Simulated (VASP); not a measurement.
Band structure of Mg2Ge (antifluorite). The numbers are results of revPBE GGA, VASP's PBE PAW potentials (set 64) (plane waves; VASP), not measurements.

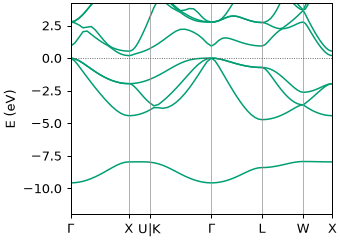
Bands along high-symmetry lines, zero at the valence-band maximum or, without a gap, the Fermi level

**Question.** Read the plot: is there a gap, and where are the band edges?

**Answer.** The gap is indirect, 0.19 eV, from the valence maximum at Γ to the conduction minimum at X. (Edges off the drawn lines would not show.)

Measured: gap 0.74 eV (computed value off by -0.55 eV), as given by Byungki Ryu et al., Journal of the Korean Physical Society (2019), arXiv:1905.06140.

The compound is Mg2Ge in the antifluorite structure. It was relaxed first.
